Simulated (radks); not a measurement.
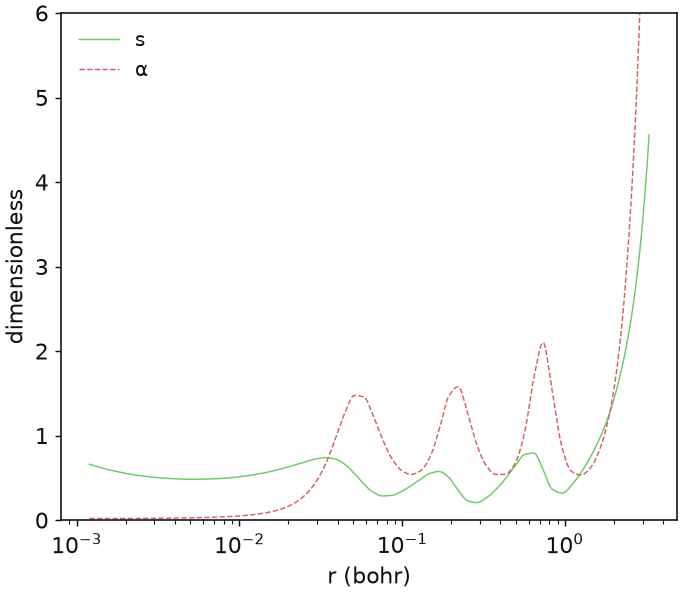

System: Mo³⁺ (Z = 42, 39 electrons), configuration [Kr] 4d3 (both spins equally filled). All numbers are computed, not measured: scalar-relativistic Kohn-Sham, SCAN, spin-polarised, spherical densities, finite nucleus (the in-house radial solver radks).

The plot shows the reduced density gradient s and the kinetic indicator α = (τ − τW)/τunif, the ingredients of GGAs and meta-GGAs.

Q: What does the plot show?

Answer: s starts near 0.66 at the inner end, has maxima between the shells at r = 0.034 bohr (0.74), 0.17 bohr (0.58) and 0.64 bohr (0.80), and grows in the tail, to 4.6 at 3.3 bohr. α peaks at r = 0.051 bohr (1.5), 0.22 bohr (1.6) and 0.74 bohr (2.1), where shells overlap, and is small where one s orbital dominates. In the tail α rises again, to 10.1 at the end, as it does where the highest occupied level has l > 0.
